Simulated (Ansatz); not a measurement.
```yaml
atoms:
  - { symbol: Si, position_ang: [-0.1263, 0.0520, 0.0398] }
  - { symbol: Si, position_ang: [-0.2088, 0.1179, 2.2992] }
  - { symbol: H, position_ang: [-1.5321, -0.2834, 2.8768] }
  - { symbol: H, position_ang: [0.8068, -0.7906, 2.9637] }
  - { symbol: H, position_ang: [0.1196, 1.4881, 2.8077] }
  - { symbol: H, position_ang: [1.3198, 0.1115, -0.3706] }
  - { symbol: N, position_ang: [-0.8419, 1.4681, -0.6646] }
  - { symbol: H, position_ang: [-1.8109, 1.6837, -0.4573] }
  - { symbol: H, position_ang: [-0.2895, 2.2998, -0.8430] }
  - { symbol: N, position_ang: [-1.1378, -1.2520, -0.4828] }
  - { symbol: H, position_ang: [-0.9232, -2.1663, -0.0963] }
  - { symbol: H, position_ang: [-1.2812, -1.3243, -1.4873] }
  - { symbol: F, position_ang: [1.1014, -2.3181, 0.8894] }
  - { symbol: H, position_ang: [1.2842, -2.0089, 1.7434] }
```

Not at a stationary point (largest force 1.3 eV/Å).

Theory: RKS PBE0-D4/def2-SVP (Ansatz).

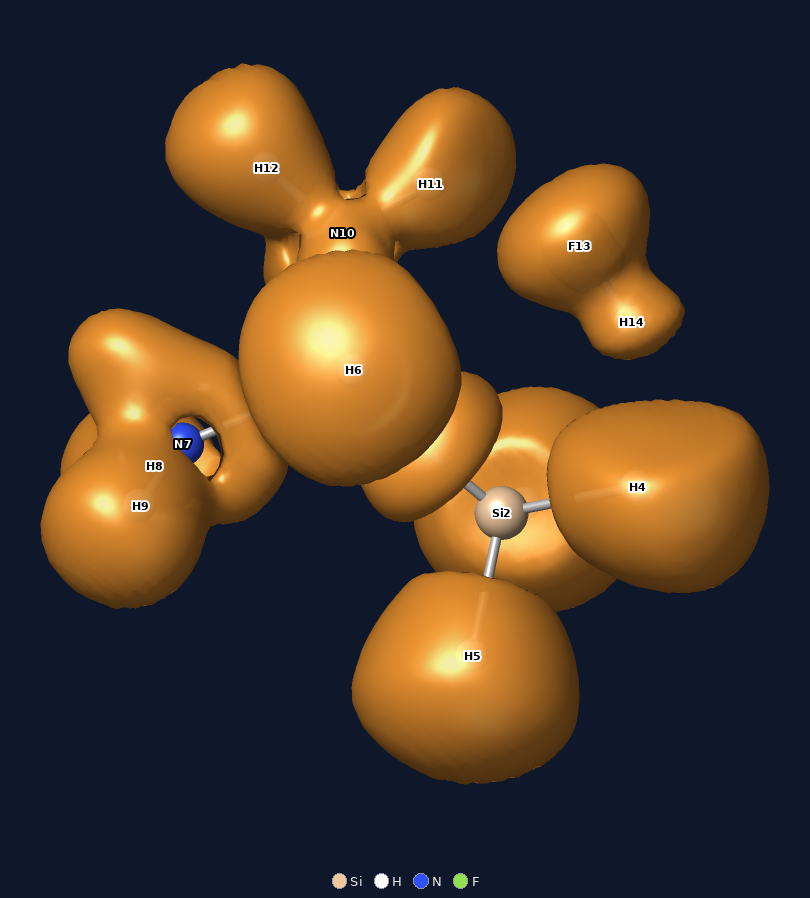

H8N2Si2···HF. Isosurface of the electron localisation function at 0.75 (orange), seen across its widest extent. Core shells and regions of very low density are left out.

Q: What do the ELF domains correspond to?

A: The surface consists of one region between bonded Si–Si atoms (shared pairs), four regions around hydrogen nuclei, one joined region spread over several atoms (F, H), in which their bonds and any lone pairs are merged and two joined regions spread over several atoms (H, N), in which their bonds and any lone pairs are merged. Along the contacts the grid gives the following. H4···H14 (1.79 Å): the ELF dips to about 0.10 between them. Si–N (1.73 Å): the ELF peaks at about 0.90 between the atoms (a shared but strongly polarised pair).
